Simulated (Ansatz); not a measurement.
# CoMo: magnetism under pressure and tension

At what volume does CoMo lose its moments? Methods of the runs shown: PAW.

Program: Ansatz 0.2.0. Level of theory: DFT, LDA, PAW with Ansatz's default frozen-core files, scalar-relativistic. These are calculated values, not measurements.

### 1 The structure to begin with

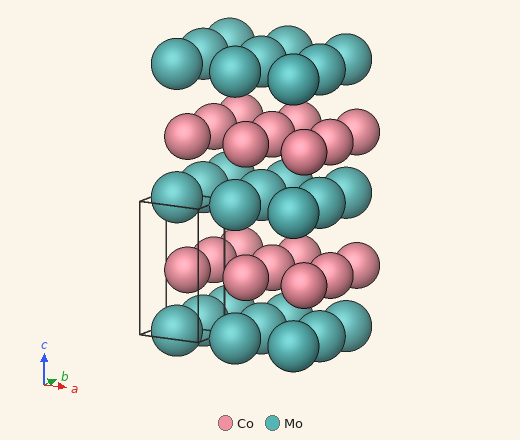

Start, viewed slightly off an axis; cobalt pink, molybdenum teal. 3×3×2 cells are drawn. Atoms on the faces are drawn again on the opposite ones.

Coordinates:

```
CELL_PARAMETERS angstrom
2.69493 0.00000 0.00000
-1.34746 2.33388 0.00000
0.00000 0.00000 4.18362
ATOMIC_POSITIONS crystal
Co 0.66667 0.33333 0.50000
Mo 0.33333 0.66667 0.00000
```

Atoms are numbered in the order of the input: Co1, Mo2.

### 2 Free moments from the typed start, PAW

input.yaml

```yaml
crystal:
  lattice:
    - [2.6949279053, 0.0, 0.0]
    - [-1.3474639526, 2.3338760273, 0.0]
    - [0.0, 0.0, 4.183618]
  atoms:
    - { symbol: Co, position: [0.6666666667, 0.3333333333, 0.5], spin: 2.0 }
    - { symbol: Mo, position: [0.3333333333, 0.6666666667, 0.0] }
magnetization:
  spin_polarized: true
kpoints:
  mp_grid: { grid: [14, 14, 8] }
scf:
  occupations: { method: fermi_dirac, width: 0.05 }
hamiltonian:
  xc: lda
  pseudopotentials: { kind: paw }
output:
  forces: true
  stress: true
  eigenvalues: true
  populations: true
```

Started as:

```
$ ansatz run input.yaml --threads 1 --pin off --max-ram 3072MiB --backend cpu --events-out ev --progress --plain --runs-dir out
```

Standard output, shortened:

```text
[...]
Pseudopotentials: kind: paw
Pseudopotential: Co, paw, valence charge 17, recommended cutoff 420 eV (normal)
Pseudopotential: Mo, paw, valence charge 14, recommended cutoff 420 eV (normal)
Functional definition: SPW92
[...]
Crystal: 2 atoms, lattice volume = 26.313 Å³
Basis set: ecut = 420 eV, 535 PW (Γ)
Bands: 21, of which v1, the nominal top of the filled ones, is band 16 counted from 1 (15 counted from 0)
Symmetry: 12 space group operations
Space group: P-6m2 (ITA 187), of the structure as read, at distance tolerance 3.0e-5 Å
Magnetic group: BNS 187.209 (UNI 1439), of the structure as read, at distance tolerance 3.0e-5 Å
k-points: 120 of 1568 (time reversal used)
[...]
Free energy (F): -9905.252841 eV
[...]
E sigma→0 (E₀):  -9905.243293 eV
Entropy (-TS):   -0.019094 eV (-9.547 meV/atom)
Fermi energy:    19.621394 eV
[...]
--- Forces (eV/Å), atoms counted from 1 ---
  atom   1  Co     0.00000000     0.00000000     0.00000000
  atom   2  Mo    -0.00000000    -0.00000000     0.00000000
[...]
--- Stress (GPa, compression-positive) ---
      -13.027507       0.000000       0.000000
        0.000000     -13.027507       0.000000
        0.000000       0.000000     -13.106469
  P = ⅓ Tr σ = -13.0538 GPa (-130.538 kbar)
--- Band table (eV; the first three rows and the last of 240) ---
[... band rows left out ...]
[...]
--- Löwdin populations: 2 sites ---
  site symbol       q [e]    m [muB]
     0     Co     16.6662     0.4391
     1     Mo     14.0892    -0.0380
  spilling = 0.007889 (of n_electrons = 31.000000)
```

Wall time 16 s (1 thread of Intel Xeon 6975P-C (Granite Rapids), shared host); peak memory 0.49 GiB.

In short: total moment 0.39 μB; site moments Co1 0.44, Mo2 -0.03 μB; pressure -13.05 GPa; no gap.

### 3 No spin polarisation, PAW

input.yaml: that of step 2 with these lines changed.

```diff
@@ -6,6 +6,4 @@
   atoms:
-    - { symbol: Co, position: [0.6666666667, 0.3333333333, 0.5], spin: 2.0 }
+    - { symbol: Co, position: [0.6666666667, 0.3333333333, 0.5] }
     - { symbol: Mo, position: [0.3333333333, 0.6666666667, 0.0] }
-magnetization:
-  spin_polarized: true
 kpoints:
@@ -21,2 +19 @@
   eigenvalues: true
-  populations: true
```

Started as:

```
$ ansatz run input.yaml --threads 1 --pin off --max-ram 3072MiB --backend cpu --events-out ev --progress --plain --runs-dir out
```

Standard output, shortened:

```text
[...]
[... 4 set-up lines as earlier in the session ...]
[...]
Crystal: 2 atoms, lattice volume = 26.313 Å³
Basis set: ecut = 420 eV, 535 PW (Γ)
Bands: 20, of which v1, the nominal top of the filled ones, is band 16 counted from 1 (15 counted from 0)
[...]
--- Stress (GPa, compression-positive) ---
      -13.412360       0.000000       0.000000
        0.000000     -13.412360       0.000000
        0.000000       0.000000     -13.551499
  P = ⅓ Tr σ = -13.4587 GPa (-134.587 kbar)
--- Band table (eV; the first three rows and the last of 120) ---
  k-point 0: bands = ["-74.3870", "-41.0858", "-38.1994", "-37.9573", "-37.9573", "-15.2630", "-14.3572", "-14.3572", "11.8945", "14.8291", "18.2054", "18.2054", "18.3905", "18.6738", "18.6738", "19.1586", "19.1586", "21.0873", "22.5057", "22.5057"]
[...]
```

Wall time 3.3 s (1 thread of Intel Xeon 6975P-C (Granite Rapids), shared host); peak memory 0.43 GiB.

In short: pressure -13.46 GPa; no gap.

### 4 Volume scaled by 0.72, PAW

input.yaml

```yaml
crystal:
  lattice:
    - [2.4154125412, 0.0, 0.0]
    - [-1.2077062706, 2.0918086213, 0.0]
    - [0.0, 0.0, 3.7496971126]
  atoms:
    - { symbol: Co, position: [0.6666666667, 0.3333333333, 0.5], spin: 2.0 }
    - { symbol: Mo, position: [0.3333333333, 0.6666666667, 0.0] }
magnetization:
  spin_polarized: true
kpoints:
  mp_grid: { grid: [14, 14, 8] }
scf:
  occupations: { method: fermi_dirac, width: 0.05 }
hamiltonian:
  xc: lda
  pseudopotentials: { kind: paw }
output:
  forces: true
  stress: true
  eigenvalues: true
  populations: true
```

Started as:

```
$ ansatz run input.yaml --threads 1 --pin off --max-ram 3072MiB --backend cpu --events-out ev --progress --plain --runs-dir out
```

Standard output, shortened:

```text
[...]
[... 4 set-up lines as earlier in the session ...]
[...]
Crystal: 2 atoms, lattice volume = 18.946 Å³
Basis set: ecut = 420 eV, 379 PW (Γ)
Bands: 21, of which v1, the nominal top of the filled ones, is band 16 counted from 1 (15 counted from 0)
[... 1 set-up line as earlier in the session ...]
Space group: P-6m2 (ITA 187), of the structure as read, at distance tolerance 2.7e-5 Å
[...]
WARN: the starting moments were not kept: the SCF closed with an absolute magnetisation of 4.8e-6 μB, where they sum to 2 μB in size (1 site). That is at most 0.1 of that sum. Measured as dr2_m measures the in/out step, that magnetisation stands 5.5e-11 eV from none, at or under the [...]
--- Forces (eV/Å), atoms counted from 1 ---
  atom   1  Co     0.00000000    -0.00000000     0.00000000
  atom   2  Mo    -0.00000000     0.00000000     0.00000000
[...]
--- Stress (GPa, compression-positive) ---
      134.419078       0.000000       0.000000
        0.000000     134.419078       0.000000
        0.000000       0.000000     141.500561
  P = ⅓ Tr σ = 136.7796 GPa (1367.796 kbar)
--- Band table (eV; the first three rows and the last of 240) ---
[... band rows left out ...]
[...]
--- Löwdin populations: 2 sites ---
  site symbol       q [e]    m [muB]
     0     Co     16.6854     0.0000
     1     Mo     14.1070    -0.0000
  spilling = 0.006699 (of n_electrons = 31.000000)
```

It took 11 s on 1 thread of Intel Xeon 6975P-C (Granite Rapids), shared host; peak memory 0.47 GiB.

Result: total moment 0.00 μB; site moments Co1 0.00, Mo2 0.00 μB; pressure 136.78 GPa; no gap.

### 5 Volume scaled by 0.72, no spin polarisation, PAW

input.yaml: that of step 4 with these lines changed.

```diff
@@ -6,6 +6,4 @@
   atoms:
-    - { symbol: Co, position: [0.6666666667, 0.3333333333, 0.5], spin: 2.0 }
+    - { symbol: Co, position: [0.6666666667, 0.3333333333, 0.5] }
     - { symbol: Mo, position: [0.3333333333, 0.6666666667, 0.0] }
-magnetization:
-  spin_polarized: true
 kpoints:
@@ -21,2 +19 @@
   eigenvalues: true
-  populations: true
```

Started as:

```
$ ansatz run input.yaml --threads 1 --pin off --max-ram 3072MiB --backend cpu --events-out ev --progress --plain --runs-dir out
```

Standard output, shortened:

```text
[...]
[... 4 set-up lines as earlier in the session ...]
[...]
Crystal: 2 atoms, lattice volume = 18.946 Å³
Basis set: ecut = 420 eV, 379 PW (Γ)
Bands: 20, of which v1, the nominal top of the filled ones, is band 16 counted from 1 (15 counted from 0)
[...]
--- Stress (GPa, compression-positive) ---
      134.420165       0.000000       0.000000
       -0.000000     134.420165       0.000000
        0.000000       0.000000     141.500878
  P = ⅓ Tr σ = 136.7804 GPa (1367.804 kbar)
--- Band table (eV; the first three rows and the last of 120) ---
  k-point 0: bands = ["-65.7027", "-32.3165", "-29.6875", "-29.1518", "-29.1518", "-6.4965", "-4.3350", "-4.3350", "19.5294", "22.1764", "26.4332", "26.4332", "26.7591", "27.2313", "27.2313", "27.7242", "27.7242", "31.5715", "33.0090", "33.0090"]
[...]
```

Wall time 2.8 s (1 thread of Intel Xeon 6975P-C (Granite Rapids), shared host); peak memory 0.42 GiB.

Result: pressure 136.78 GPa; no gap.

### 6 Volume scaled by 0.8, PAW

input.yaml

```yaml
crystal:
  lattice:
    - [2.5017494545, 0.0, 0.0]
    - [-1.2508747272, 2.1665785815, 0.0]
    - [0.0, 0.0, 3.8837269186]
  atoms:
    - { symbol: Co, position: [0.6666666667, 0.3333333333, 0.5], spin: 2.0 }
    - { symbol: Mo, position: [0.3333333333, 0.6666666667, 0.0] }
magnetization:
  spin_polarized: true
kpoints:
  mp_grid: { grid: [14, 14, 8] }
scf:
  occupations: { method: fermi_dirac, width: 0.05 }
hamiltonian:
  xc: lda
  pseudopotentials: { kind: paw }
output:
  forces: true
  stress: true
  eigenvalues: true
  populations: true
  write_density: true
  write_potential: true
  elf: true
  volumetric_format: npy
```

Started as:

```
$ ansatz run input.yaml --threads 1 --pin off --max-ram 3072MiB --backend cpu --events-out ev --progress --plain --runs-dir out
```

Standard output, shortened:

```text
[...]
[... 4 set-up lines as earlier in the session ...]
[...]
Crystal: 2 atoms, lattice volume = 21.051 Å³
Basis set: ecut = 420 eV, 403 PW (Γ)
Bands: 21, of which v1, the nominal top of the filled ones, is band 16 counted from 1 (15 counted from 0)
[... 1 set-up line as earlier in the session ...]
Space group: P-6m2 (ITA 187), of the structure as read, at distance tolerance 2.8e-5 Å
[...]
WARN: the starting moments were not kept: the SCF closed with an absolute magnetisation of 1.6e-6 μB, where they sum to 2 μB in size (1 site). That is at most 0.1 of that sum. Measured as dr2_m measures the in/out step, that magnetisation stands 5.1e-12 eV from none, at or under the [...]
--- Forces (eV/Å), atoms counted from 1 ---
  atom   1  Co     0.00000000    -0.00000000     0.00000000
  atom   2  Mo     0.00000000     0.00000000     0.00000000
[...]
--- Stress (GPa, compression-positive) ---
       66.697158       0.000000       0.000000
        0.000000      66.697158       0.000000
        0.000000       0.000000      70.143230
  P = ⅓ Tr σ = 67.8458 GPa (678.458 kbar)
--- Band table (eV; the first three rows and the last of 240) ---
[... band rows left out ...]
[...]
--- Löwdin populations: 2 sites ---
  site symbol       q [e]    m [muB]
     0     Co     16.6791     0.0000
     1     Mo     14.1016     0.0000
  spilling = 0.007072 (of n_electrons = 31.000000)
```

Run time: 26 s. Hardware: 1 thread of Intel Xeon 6975P-C (Granite Rapids), shared host; peak memory 0.48 GiB.

In short: total moment 0.00 μB; site moments Co1 0.00, Mo2 0.00 μB; pressure 67.85 GPa; no gap.

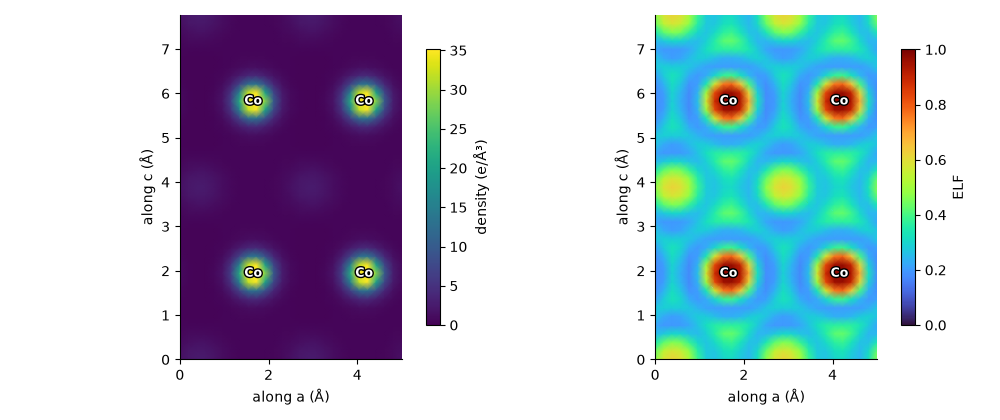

Density (left) and ELF (right) in a lattice plane of the grid's cell (edges 2.50 and 3.88 Å, at 0.333 of the third edge), which holds Co. Only atoms in the plane are labelled; the density scale stops at 35.11 e/Å³. Both are smooth fields of the valence electrons: close to the nuclei they are not physical.

### 7 Volume scaled by 0.8, no spin polarisation, PAW

input.yaml: that of step 6 with these lines changed.

```diff
@@ -6,6 +6,4 @@
   atoms:
-    - { symbol: Co, position: [0.6666666667, 0.3333333333, 0.5], spin: 2.0 }
+    - { symbol: Co, position: [0.6666666667, 0.3333333333, 0.5] }
     - { symbol: Mo, position: [0.3333333333, 0.6666666667, 0.0] }
-magnetization:
-  spin_polarized: true
 kpoints:
@@ -21,3 +19,2 @@
   eigenvalues: true
-  populations: true
   write_density: true
```

Started as:

```
$ ansatz run input.yaml --threads 1 --pin off --max-ram 3072MiB --backend cpu --events-out ev --progress --plain --runs-dir out
```

Standard output, shortened:

```text
[...]
[... 4 set-up lines as earlier in the session ...]
[...]
Crystal: 2 atoms, lattice volume = 21.051 Å³
Basis set: ecut = 420 eV, 403 PW (Γ)
Bands: 20, of which v1, the nominal top of the filled ones, is band 16 counted from 1 (15 counted from 0)
[...]
--- Stress (GPa, compression-positive) ---
       66.698111       0.000000       0.000000
        0.000000      66.698111       0.000000
        0.000000       0.000000      70.143146
  P = ⅓ Tr σ = 67.8465 GPa (678.465 kbar)
--- Band table (eV; the first three rows and the last of 120) ---
  k-point 0: bands = ["-68.7671", "-35.3121", "-32.6757", "-32.2697", "-32.2697", "-9.5116", "-7.8726", "-7.8726", "16.7884", "19.5027", "23.5454", "23.5454", "23.8210", "24.2196", "24.2196", "24.7199", "24.7199", "27.7567", "29.3149", "29.3149"]
[...]
```

It took 3.8 s on 1 thread of Intel Xeon 6975P-C (Granite Rapids), shared host; peak memory 0.43 GiB.

In short: pressure 67.85 GPa; no gap.

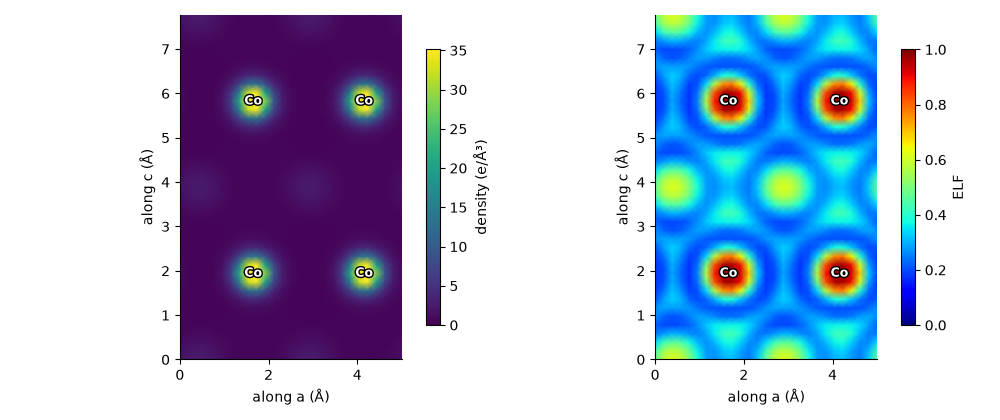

Density (left) and ELF (right) in a lattice plane of the grid's cell (edges 2.50 and 3.88 Å, at 0.333 of the third edge), which holds Co. Only atoms in the plane are labelled; the density scale stops at 35.11 e/Å³. Both are smooth fields of the valence electrons: close to the nuclei they are not physical.

### 8 Volume scaled by 0.85, PAW

input.yaml

```yaml
crystal:
  lattice:
    - [2.5528196062, 0.0, 0.0]
    - [-1.2764098031, 2.2108066302, 0.0]
    - [0.0, 0.0, 3.9630084479]
  atoms:
    - { symbol: Co, position: [0.6666666667, 0.3333333333, 0.5], spin: 2.0 }
    - { symbol: Mo, position: [0.3333333333, 0.6666666667, 0.0] }
magnetization:
  spin_polarized: true
kpoints:
  mp_grid: { grid: [14, 14, 8] }
scf:
  occupations: { method: fermi_dirac, width: 0.05 }
hamiltonian:
  xc: lda
  pseudopotentials: { kind: paw }
output:
  forces: true
  stress: true
  eigenvalues: true
  populations: true
  write_density: true
  write_potential: true
  elf: true
  volumetric_format: npy
```

Started as:

```
$ ansatz run input.yaml --threads 1 --pin off --max-ram 3072MiB --backend cpu --events-out ev --progress --plain --runs-dir out
```

Standard output, shortened:

```text
[...]
[... 4 set-up lines as earlier in the session ...]
[...]
Crystal: 2 atoms, lattice volume = 22.366 Å³
Basis set: ecut = 420 eV, 439 PW (Γ)
Bands: 21, of which v1, the nominal top of the filled ones, is band 16 counted from 1 (15 counted from 0)
[... 2 set-up lines as earlier in the session ...]
[...]
WARN: the starting moments were not kept: the SCF closed with an absolute magnetisation of 2.3e-5 μB, where they sum to 2 μB in size (1 site). That is at most 0.1 of that sum. Measured as dr2_m measures the in/out step, that magnetisation stands 1.2e-9 eV from none, at or under the [...]
--- Forces (eV/Å), atoms counted from 1 ---
  atom   1  Co     0.00000000     0.00000000    -0.00000000
  atom   2  Mo    -0.00000000    -0.00000000     0.00000000
[...]
--- Stress (GPa, compression-positive) ---
       37.794969       0.000000      -0.000000
        0.000000      37.794969       0.000000
       -0.000000       0.000000      39.648565
  P = ⅓ Tr σ = 38.4128 GPa (384.128 kbar)
--- Band table (eV; the first three rows and the last of 240) ---
[... band rows left out ...]
[...]
--- Löwdin populations: 2 sites ---
  site symbol       q [e]    m [muB]
     0     Co     16.6757    -0.0000
     1     Mo     14.0980     0.0000
  spilling = 0.007301 (of n_electrons = 31.000000)
```

Wall time 25 s (1 thread of Intel Xeon 6975P-C (Granite Rapids), shared host); peak memory 0.48 GiB.

Read from it: total moment 0.00 μB; site moments Co1 0.00, Mo2 0.00 μB; pressure 38.41 GPa; no gap.

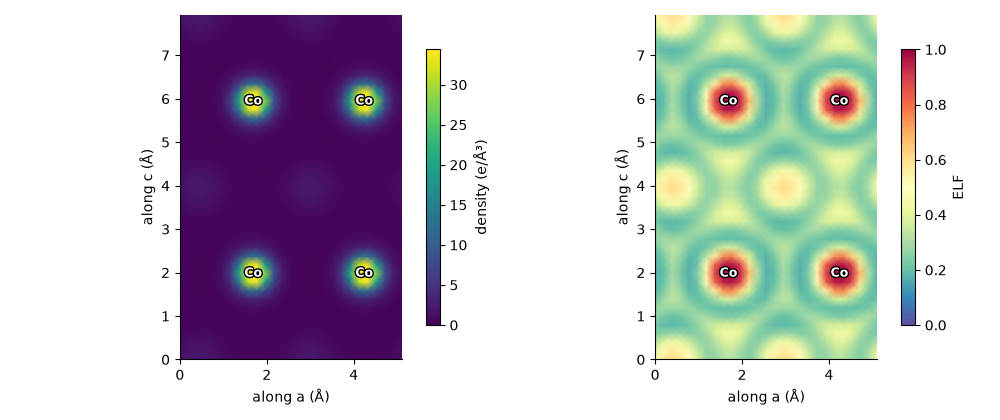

Density (left) and ELF (right) in a lattice plane of the grid's cell (edges 2.55 and 3.96 Å, at 0.333 of the third edge), which holds Co. Only atoms in the plane are labelled; the density scale stops at 34.40 e/Å³. Both are smooth fields of the valence electrons: close to the nuclei they are not physical.

(Part 1 of 3 ends here.)
